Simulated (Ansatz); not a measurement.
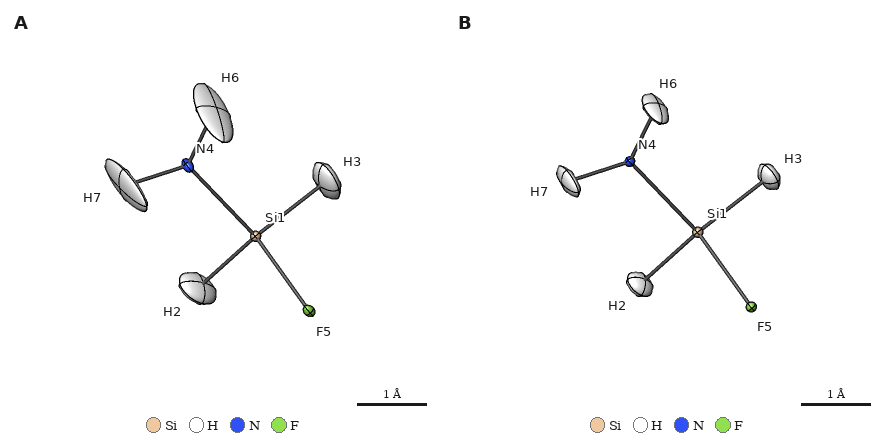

Displacement ellipsoids at the 50 % level, from the internal vibrations of the free molecule (harmonic, no overall translation or rotation; no half-axis is drawn under 0.075 Å). Vibrations computed with RKS PBE0-D4/def2-TZVP (Ansatz 0.2.0). One panel is for 0 K (zero-point motion alone), the other for 900 K.

### Which panel is for 900 K?

A.

### How much does the mean-square displacement of H6 grow, and why?

U_eq goes from 0.0231 to 0.0809 Å², a factor of 3.5. Modes below kT (626 cm⁻¹ at 900 K) grow about in proportion to T, and the lowest lies at 267 cm⁻¹; the mean-square amplitude of a mode is its zero-point value times coth(ħω/2kT), which comes close to 1 only above about 3kT.
